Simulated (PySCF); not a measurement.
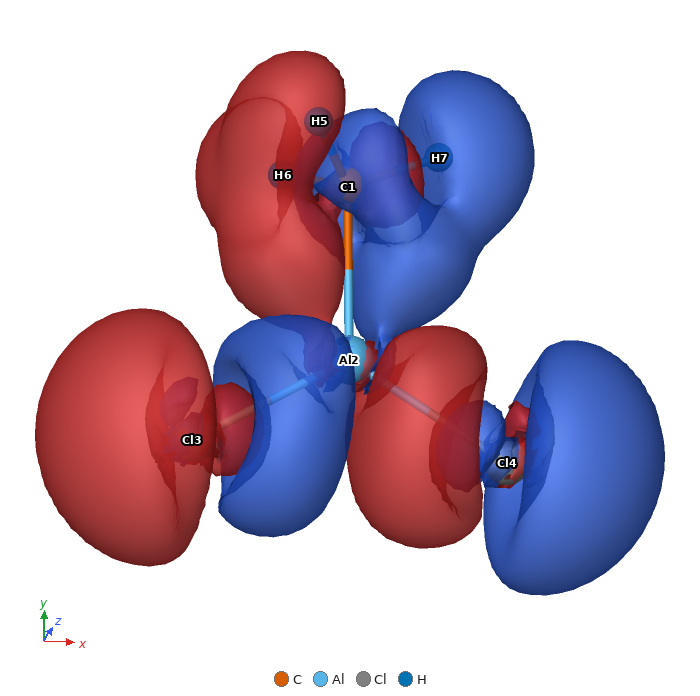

Figure 1: CH$_{3}$AlCl$_{2}$, SMILES `C[Al](Cl)Cl`. Change of the electron density in a uniform field of 0.21 V/Å, surfaces at ±0.001 e/Å³ (blue: gain, red: loss).

Computed with PySCF, ωB97X/def2-TZVP, geometry: GFN2-xTB. No frequency check shows the geometry to be a minimum. A basis without diffuse functions makes polarisabilities too small. GFN2-xTB bond lengths at metals and heavier atoms can be off by up to 0.1 Å and shapes distorted, which carries into these values.

Cartesian coordinates (Å):

```
C1      -0.0159    2.2872   -0.0002
Al2     -0.0003    0.2987    0.0003
Cl3     -1.7363   -0.7648   -0.0001
Cl4      1.7471   -0.7456   -0.0001
H5      -0.5376    2.6849    0.8739
H6      -0.5397    2.6852   -0.8717
H7       0.9932    2.7017   -0.0022
```

The field was applied in both directions; the picture shows the one opposite to the script's first.

Question: Along which Cartesian direction does the field point?

Answer: Along −x: electrons gather on the +x side, against the field.

Question: What dipole is induced, and what polarisability does it imply?

Answer: The induced dipole is 0.64 D (along the field); α along this axis, from the fields in both directions, is 63 bohr³ (9.3 Å³).
